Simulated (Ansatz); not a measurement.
**W (W (110), 4 layers): how the settings move a relaxation**

Aim: see which settings change the result for W (W (110), 4 layers), by how much, and at what cost.

Method: reference: DFT, PBE, PAW with Ansatz's default frozen-core files, scalar-relativistic, in Ansatz 0.2.0.

1 further run of the same task is left out (it didn't finish).

## (1) Starting point

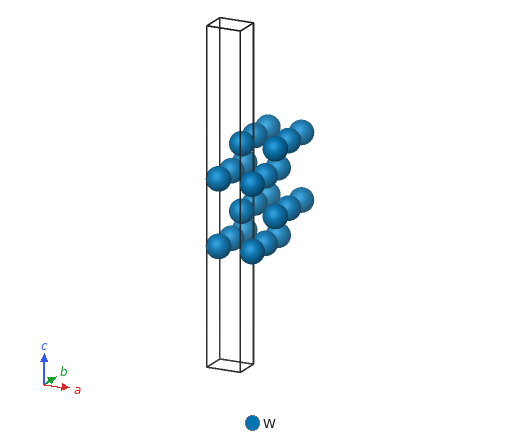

The starting structure, seen slightly off an axis (tungsten blue). 2×3×1 cells are drawn.

Structure file:

```
CELL_PARAMETERS angstrom
2.75702 0.00000 0.00000
-0.91901 2.59934 0.00000
0.00000 0.00000 22.75330
ATOMIC_POSITIONS crystal
W 0.25000 0.25000 0.35160
W 0.75000 0.75000 0.45053
W 0.25000 0.25000 0.54947
W 0.75000 0.75000 0.64840
```

## (2) Reference

Input file input.yaml:

```yaml
crystal:
  lattice:
    - [2.7570193918, 0.0, 0.0]
    - [-0.9190064639, 2.5993428104, 0.0]
    - [0.0, 0.0, 22.7533]
  atoms:
    - { symbol: W, position: [0.25, 0.25, 0.3515975546] }
    - { symbol: W, position: [0.75, 0.75, 0.4505325178] }
    - { symbol: W, position: [0.25, 0.25, 0.5494674816] }
    - { symbol: W, position: [0.75, 0.75, 0.6484024454] }
kpoints:
  mp_grid: { grid: [13, 13, 1] }
scf:
  occupations: { method: fermi_dirac, width: 0.1 }
hamiltonian:
  xc: pbe
  pseudopotentials: { kind: paw }
output:
  forces: true
  stress: true
  eigenvalues: true
  write_density: true
  write_potential: true
  elf: true
  volumetric_format: npy
relax:
  f_tol: 0.01
  max_steps: 40
efield:
  axis: 3
  amplitude: 0
  dipole_correction: true
```

Launch:

```
ansatz run input.yaml --threads 1 --pin off --max-ram 3584MiB --backend cpu --events-out ev --progress --plain --runs-dir out
```

Excerpt of the output:

```text
[...]
Basis set: ecut = 420 eV, 3211 PW (Γ), exchange–correlation on 40×40×320 points (8 copies of the dense FFT grid, shifted against one another)
[...]
k-points: 49 of 169
[...]
SCF iter   1: F=—  HF=-41536.453402 eV  |F-HF|=—  |Δ(HF+E_count)|=         —  Δρ=9.28e-3  dr2=1.58e0  ethr=1.77e-3  p=-0.000 e·Å  D=-5.67e-10 V/Å  ΔV_dip=0.00 eV  dr2_dipole=3.58e-7  V_vac-E_F(+/−)=5.08/5.08 eV  ⟨swp⟩=8.1  Hψ=17615  notcnv=0  defer=21
[...]
preconditioner: auto → LDOS  [metal: Δε(μ)=0.016 eV  Ē_g=5.947 eV  σ=0.100 eV  W_gap=0.04  n_scr=16 (ndim 8)  ℏωp=14.2 eV  f_vac=0.524  D(μ)=3.34/eV (n_scr^D=12)  β→1.0]
SCF iter   2: F=—  HF=-41536.388446 eV  |F-HF|=—  |Δ(HF+E_count)|=   6.50e-2  Δρ=3.95e-3  dr2=1.41e-1  ethr=1.77e-3  p=-0.000 e·Å  D=-1.23e-5 V/Å  ΔV_dip=0.00 eV  dr2_dipole=2.17e-8  V_vac-E_F(+/−)=4.93/4.93 eV  ⟨swp⟩=2.0  Hψ=2746  notcnv=0  defer=43
[...]
relax step   1: F+E_penalty+E_count = -41536.37891549 eV  Δ(F+E_penalty+E_count) = +0.000e0 eV  max|allowed force component| = 6.867e-1 eV/Å  Δτ_max = 0.0000 Å  (8 SCF iters, dr2 threshold 2.50e-6 eV, accepted)
[...]
relax step   2: F+E_penalty+E_count = -41536.19697415 eV  Δ(F+E_penalty+E_count) = +1.819e-1 eV  max|allowed force component| = 1.696e0 eV/Å  Δτ_max = 0.1949 Å  (6 SCF iters, dr2 threshold 2.95e-5 eV, rejected (line search))
[...]
relax step   3: F+E_penalty+E_count = -41536.42158897 eV  Δ(F+E_penalty+E_count) = -4.267e-2 eV  max|allowed force component| = 3.220e-1 eV/Å  Δτ_max = 0.0962 Å  (9 SCF iters, accepted)
[...]
relax step   4: F+E_penalty+E_count = -41536.43101050 eV  Δ(F+E_penalty+E_count) = -9.422e-3 eV  max|allowed force component| = 2.132e-2 eV/Å  Δτ_max = 0.0251 Å  (5 SCF iters, dr2 threshold 6.48e-6 eV, accepted)
[...]
relax step   5: F+E_penalty+E_count = -41536.43100086 eV  Δ(F+E_penalty+E_count) = +9.633e-6 eV  max|allowed force component| = 1.439e-2 eV/Å  Δτ_max = 0.0051 Å  (5 SCF iters, rejected (line search))
[...]
relax step   6: F+E_penalty+E_count = -41536.43101177 eV  Δ(F+E_penalty+E_count) = -1.277e-6 eV  max|allowed force component| = 2.190e-2 eV/Å  Δτ_max = 0.0000 Å  (5 SCF iters, accepted)
[...]
relax step   7: F+E_penalty+E_count = -41536.43099249 eV  Δ(F+E_penalty+E_count) = +1.928e-5 eV  max|allowed force component| = 1.663e-2 eV/Å  Δτ_max = 0.0052 Å  (5 SCF iters, rejected (line search))
[...]
SCF iter   4: F=—  HF=-41536.431061 eV  |F-HF|=—  |Δ(HF+E_count)|=   2.26e-5  Δρ=6.90e-6  dr2=2.20e-7  ethr=7.02e-9  p=-0.000 e·Å  D=-3.29e-8 V/Å  ΔV_dip=0.00 eV  dr2_dipole=2.59e-14  V_vac-E_F(+/−)=4.83/4.83 eV  ⟨swp⟩=2.2  Hψ=2654  notcnv=0  defer=17
SCF iter   5: F=-41536.431061 eV  HF=-41536.431061 eV  |F-HF|=1.75e-10  |Δ(HF+E_count)|=   1.33e-8  Δρ=2.70e-6  dr2=3.43e-8  ethr=1.79e-10  p=-0.000 e·Å  D=-1.86e-8 V/Å  ΔV_dip=0.00 eV  dr2_dipole=5.56e-15  V_vac-E_F(+/−)=4.84/4.84 eV  ⟨swp⟩=17.6  Hψ=16358  no
[...]
relax step   8: F+E_penalty+E_count = -41536.43106072 eV  Δ(F+E_penalty+E_count) = -4.894e-5 eV  max|allowed force component| = 2.053e-4 eV/Å  Δτ_max = 0.0023 Å  (5 SCF iters, accepted)
[...]
SCF converged after 5 iterations
Free energy (F): -41536.431061 eV
[...]
E sigma→0 (E₀):  -41536.383453 eV
[...]
Fermi energy:    5.927440 eV
Dipole field:    D = 0.000000 V/Å  (p = 0.000000 e·Å, saw-weighted, corrected)
[...]
  P = ⅓ Tr σ = -2.5004 GPa (-25.004 kbar)
[...]
--- Relaxed structure (8 steps of the walk, 5 accepted, 0 SCFs on fresh bases) ---
[...]
```

Wall time 89 s (1 thread of AMD EPYC 9R45 (Zen 5), shared host); peak memory 0.6 GiB.

## (3) Variant: f_tol 0.02, max_displacement 0.5, ecutwfc 33.1 Ry

input.yaml, as its differences from that of step 2:

```diff
@@ -21,9 +21,6 @@
   eigenvalues: true
-  write_density: true
-  write_potential: true
-  elf: true
-  volumetric_format: npy
 relax:
-  f_tol: 0.01
+  f_tol: 0.02
   max_steps: 40
+  max_displacement: 0.5
 efield:
@@ -32 +29,3 @@
   dipole_correction: true
+basis:
+  ecutwfc: "33.1 Ry"
```

Launch:

```
ansatz run input.yaml --threads 1 --pin off --max-ram 3584MiB --backend cpu --events-out ev --progress --plain --runs-dir out
```

The program printed:

```text
Warning: output.stress: scf.convergence.dr2_threshold = 1e-7 eV (the SCF's general default) is looser than the 4e-10 eV advised for a printed stress (1e-10 eV for each atom of the cell: 4). What an SCF threshold leaves in a stress goes as its square root, and in the free energy as the threshold itself, and one threshold admits the most on a small cell: of the crystals measured, under no hybrid functional and no lock of the moments, on runs that ended without the residual-converged pass, on stresses that held no estimate of that error, the worst erred by over 100 MPa in a component at 1e-7 eV an atom and by under 5 at 1e-10. Every solve of this run answers to scf.convergence.dr2_threshold, and the tensor of one is reported: a single SCF on the reported geometry and on this run's grids (its basis.xc_grid and basis.ecutrho_ratio typed), with scf.convergence.dr2_threshold at 4e-10 eV or tighter, prints it and tightens no other solve. Else set scf.convergence.dr2_threshold to 4e-10 eV or tighter. The threshold is an SCF's pass mark: one that does not reach it within its budget of iterations ends unconverged, or closes short of it on a stop that the run arms, and scf.convergence.dr2_threshold's page says what that costs each kind of run
Engine: ansatz 0.2.0
Pseudopotentials: kind: paw
Pseudopotential: W, paw, valence charge 14, recommended cutoff 420 eV (normal)
Functional definition: PBE
  parameter kappa = 0.804
  parameter beta = 0.06672455060314922
  exchange = pbe_x(kappa = kappa, mu = beta*pi^2/3)
  correlation = pbe_c(beta = beta)
Crystal: 4 atoms, lattice volume = 163.060 Å³
Basis set: ecut = 450.3484423711014 eV, 3565 PW (Γ), exchange–correlation on 40×40×320 points (8 copies of the dense FFT grid, shifted against one another)
Bands: 34, of which v1, the nominal top of the filled ones, is band 28 counted from 1 (27 counted from 0)
Symmetry: 4 space group operations
k-points: 49 of 169
Non-local potential: W, projectors of the file, l = 0: 3, l = 1: 2, l = 2: 2, l = 3: 1
PAW form: soft (Blöchl's): semilocal exchange-correlation on the pseudo side does not see the compensation charge
PAW one-centre angular grid: W, 590 points (default); XC on 64 Gauss nodes
Initial density: superposition of atomic densities (neutral atoms: chi_scale 0, normalization atom), corrected by the library's trained network
Initial wavefunctions: pseudopotential atomic-orbital guess
Functional: x = pbe(κ = 0.804, μ = 0.2195149727645171), c = pbe(β = 0.06672455060314922)
SCF iter   1: F=—  HF=-41536.455450 eV  |F-HF|=—  |Δ(HF+E_count)|=         —  Δρ=9.27e-3  dr2=1.58e0  ethr=1.77e-3  p=-0.000 e·Å  D=-5.67e-10 V/Å  ΔV_dip=0.00 eV  dr2_dipole=4.85e-7  V_vac-E_F(+/−)=5.08/5.08 eV  ⟨swp⟩=7.9  Hψ=17580  notcnv=0  defer=21
efield: sawtooth ramp at fractional position 0.9500 (placed from the atoms, in the widest stretch of the axis that holds none; the zero of the levels goes with the place), width 0.1000; the density the first Hamiltonian is built on has a dipole p = -0.000 e·Å; the dipole correction subtracts the counter field D = -5.67e-10 V/Å, which shifts the + side's vacuum level by +0.00 eV against the − side's; the planar-averaged density in the ramp window peaks in size at 3.5e-5 e/Å³
automatic band count: the SCF goes on with 40 bands, as 34 were too few: the levels above may hold too much charge
preconditioner: auto → LDOS  [metal: Δε(μ)=0.016 eV  Ē_g=5.947 eV  σ=0.100 eV  W_gap=0.04  n_scr=16 (ndim 8)  ℏωp=14.2 eV  f_vac=0.524  D(μ)=3.34/eV (n_scr^D=12)  β→1.0]
SCF iter   2: F=—  HF=-41536.391331 eV  |F-HF|=—  |Δ(HF+E_count)|=   6.41e-2  Δρ=3.94e-3  dr2=1.41e-1  ethr=1.77e-3  p=-0.000 e·Å  D=-6.88e-6 V/Å  ΔV_dip=0.00 eV  dr2_dipole=7.24e-7  V_vac-E_F(+/−)=4.93/4.93 eV  ⟨swp⟩=2.1  Hψ=2742  notcnv=0  defer=43
SCF iter   3: F=—  HF=-41536.381851 eV  |F-HF|=—  |Δ(HF+E_count)|=   9.48e-3  Δρ=6.42e-4  dr2=2.84e-3  ethr=2.51e-4  p=-0.000 e·Å  D=-4.99e-6 V/Å  ΔV_dip=0.00 eV  dr2_dipole=3.56e-8  V_vac-E_F(+/−)=4.92/4.92 eV  ⟨swp⟩=2.0  Hψ=2462  notcnv=0  defer=46
SCF iter   4: F=—  HF=-41536.381404 eV  |F-HF|=—  |Δ(HF+E_count)|=   4.47e-4  Δρ=2.11e-4  dr2=2.36e-4  ethr=5.07e-6  p=-0.000 e·Å  D=-1.94e-6 V/Å  ΔV_dip=0.00 eV  dr2_dipole=1.84e-9  V_vac-E_F(+/−)=4.92/4.92 eV  ⟨swp⟩=2.7  Hψ=2878  notcnv=0  defer=43
iter 5 did not close the SCF: its close was put off for the readings that it lacked (scf_convergence_deferred on its scf_iter line)
SCF iter   5: F=-41536.381380 eV  HF=-41536.381375 eV  |F-HF|=5.36e-6  |Δ(HF+E_count)|=   2.90e-5  Δρ=6.99e-5  dr2=7.71e-6  ethr=4.22e-7  p=-0.000 e·Å  D=-1.38e-6 V/Å  ΔV_dip=0.00 eV  dr2_dipole=1.51e-10  V_vac-E_F(+/−)=4.92/4.92 eV  ⟨swp⟩=2.5  Hψ=2723  notcnv=0  defer=43
iter 6 did not close the SCF: its close was put off until two iterations running show no level that it waits for move by more than its bar (scf_convergence_deferred on its scf_iter line)
SCF iter   6: F=-41536.381382 eV  HF=-41536.381382 eV  |F-HF|=6.20e-7  |Δ(HF+E_count)|=   7.56e-6  Δρ=1.58e-5  dr2=1.21e-6  ethr=1.38e-8  p=-0.000 e·Å  D=-4.42e-7 V/Å  ΔV_dip=0.00 eV  dr2_dipole=1.16e-11  V_vac-E_F(+/−)=4.92/4.92 eV  ⟨swp⟩=9.4  Hψ=10462  notcnv=0
iter 7 did not close the SCF: its close was put off until two iterations running show no level that it waits for move by more than its bar (scf_convergence_deferred on its scf_iter line)
SCF iter   7: F=-41536.381383 eV  HF=-41536.381383 eV  |F-HF|=5.53e-8  |Δ(HF+E_count)|=   6.04e-8  Δρ=4.82e-6  dr2=6.61e-8  ethr=2.16e-9  p=-0.000 e·Å  D=-1.89e-7 V/Å  ΔV_dip=0.00 eV  dr2_dipole=1.10e-11  V_vac-E_F(+/−)=4.91/4.91 eV  ⟨swp⟩=3.5  Hψ=6295  notcnv=0
SCF iter   8: F=-41536.381383 eV  HF=-41536.381383 eV  |F-HF|=7.28e-12  |Δ(HF+E_count)|=   8.17e-8  Δρ=1.84e-6  dr2=8.44e-9  ethr=1.18e-10  p=-0.000 e·Å  D=-5.94e-8 V/Å  ΔV_dip=0.00 eV  dr2_dipole=1.13e-13  V_vac-E_F(+/−)=4.91/4.91 eV  ⟨swp⟩=1.7  Hψ=5109  notcnv=0
SCF 1 converged in 8 iterations: F = -41536.381383 eV  dr2 = 8.44e-9
relax step   1: F+E_penalty+E_count = -41536.38138260 eV  Δ(F+E_penalty+E_count) = +0.000e0 eV  max|allowed force component| = 6.867e-1 eV/Å  Δτ_max = 0.0000 Å  (8 SCF iters, dr2 threshold 1.00e-5 eV, accepted)
[... 12 lines left out ...]
relax step   2: F+E_penalty+E_count = -41536.01778889 eV  Δ(F+E_penalty+E_count) = +3.636e-1 eV  max|allowed force component| = 2.253e0 eV/Å  Δτ_max = 0.2595 Å  (6 SCF iters, dr2 threshold 2.95e-5 eV, rejected (line search))
[... 12 lines left out ...]
relax step   3: F+E_penalty+E_count = -41536.41603467 eV  Δ(F+E_penalty+E_count) = -3.465e-2 eV  max|allowed force component| = 5.187e-1 eV/Å  Δτ_max = 0.0992 Å  (8 SCF iters, accepted)
[... 8 lines left out ...]
relax step   4: F+E_penalty+E_count = -41536.43300051 eV  Δ(F+E_penalty+E_count) = -1.697e-2 eV  max|allowed force component| = 1.189e-1 eV/Å  Δτ_max = 0.0303 Å  (5 SCF iters, dr2 threshold 1.68e-5 eV, accepted)
[... 8 lines left out ...]
relax step   5: F+E_penalty+E_count = -41536.43358651 eV  Δ(F+E_penalty+E_count) = -5.860e-4 eV  max|allowed force component| = 2.471e-3 eV/Å  Δτ_max = 0.0049 Å  (5 SCF iters, dr2 threshold 8.83e-7 eV, accepted)
[... 6 lines left out ...]
relax step   6: F+E_penalty+E_count = -41536.43358650 eV  Δ(F+E_penalty+E_count) = +1.617e-8 eV  max|allowed force component| = 2.279e-3 eV/Å  Δτ_max = 0.0000 Å  (2 SCF iters, accepted)
SCF converged after 2 iterations
Free energy (F): -41536.433586 eV
Harris-Foulkes:  -41536.433587 eV  (|F-HF|=5.24e-8)
Internal energy: -41536.338390 eV  (E = F + TS)
E sigma→0 (E₀):  -41536.385988 eV
Entropy (-TS):   -0.095196 eV (-23.799 meV/atom)
Fermi energy:    5.927313 eV
Dipole field:    D = 0.000000 V/Å  (p = 0.000000 e·Å, saw-weighted, corrected)
Work function:   Φ+ = 4.8351 eV   Φ− = 4.8351 eV
Levels:          The Fermi level and band energies are counted from a zero that moves with the ramp; work functions are not
--- Per-component energies (eV) ---
  E_band       = -1250.249547
  E_kinetic    = 1791.662371
  E_local      = -59826.218637  (includes V_loc(G=0)·N_el)
  E_nonlocal   = 4.386422
  E_hartree    = 29114.232703
  E_xc         = -1063.073716
  E_vxc        = -948.958861  (∫ρ·V_xc dr)
  E_paw        = -34249.824336  (= ΣΔE_a)
  E_vpaw       = -499.572827  (= ΣTr[D̂ρ^β])
  E_aug_tail   = -0.000235  (compensation charges beyond the density's cutoff)
  E_efield     = 0.000000  (sawtooth field / dipole correction)
  E_vefield    = 0.000000  (∫n·V_field dr)
  E_ewald      = 22692.497038
  E_smearing   = -0.095196  (= −TS)
  E_closure    = -0.000000  (closes the sum)
  Σ components = -41536.433586   (vs F -41536.433586, Δ=0.00e0)
--- Forces (eV/Å), atoms counted from 1 ---
  atom   1  W      0.00000000     0.00000000    -0.00227880
  atom   2  W      0.00000000     0.00000000     0.00104335
  atom   3  W      0.00000000     0.00000000    -0.00104252
  atom   4  W      0.00000000     0.00000000     0.00227796
  max |Σ_I F_I| component: 4.38e-9 eV/Å
--- Stress (GPa, compression-positive) ---
       -3.398997      -0.987257       0.000000
       -0.987257      -4.097093       0.000000
        0.000000       0.000000       0.012449
  P = ⅓ Tr σ = -2.4945 GPa (-24.945 kbar)
--- Band table (eV; the first three rows and the last of 49) ---
  k-point 0: bands = ["-68.2040", "-68.1478", "-67.9963", "-67.9929", "-32.9761", "-32.6758", "-32.2131", "-32.1922", "-32.0525", "-31.8982", "-31.8863", "-31.8830", "-31.7664", "-31.7371", "-31.6113", "-31.6113", "-3.1303", "-1.6465", "-0.2322", "-0.1414", "2.5467", "3.1982", "4.1717", "4.2307", "4.6316", "4.6499", "4.7985", "5.0841", "5.6261", "6.5595", "6.6153", "7.5769", "7.7740", "8.1248", "8.2024", "8.2330", "8.3541", "8.7544", "8.9528", "9.1187"]
[... 3 lines left out ...]
--- Relaxed structure (6 steps of the walk, 5 accepted, 0 SCFs on fresh bases) ---
  F+E_penalty+E_count = -41536.43358650 eV   max|allowed force component| = 2.279e-3 eV/Å
  atoms:
    - { symbol: W, position: [0.25, 0.25, 0.35463551089165385] }
    - { symbol: W, position: [0.7499999999999999, 0.7500000000000001, 0.45022898722449484] }
    - { symbol: W, position: [0.25, 0.25, 0.5497710104235115] }
    - { symbol: W, position: [0.7499999999999999, 0.7500000000000001, 0.6453644908603398] }
```

Run time: 62 s. Hardware: 1 thread of AMD EPYC 9R45 (Zen 5), shared host; peak memory 0.6 GiB.

Changing the convergence setting, walk settings and cutoff moves the energy by -0.6 meV/atom.

## (4) Side by side

```tsv
run	ending	energy change	gap (eV)	force (eV/Å)	cycles	time
reference	converged	0	0.00	0.00	48	89 s
1: f_tol 0.02, max_displacement 0.5, ecutwfc 33.1 Ry	converged	-0.6 meV/atom	0.00	0.00	34	62 s
```

Times don't compare one to one where runs were asked for different outputs or read a saved state (see the inputs); cycles may leave out searches for a lower state.

**Reading.** Changing the convergence setting, walk settings and cutoff moves the energy by -0.6 meV/atom.
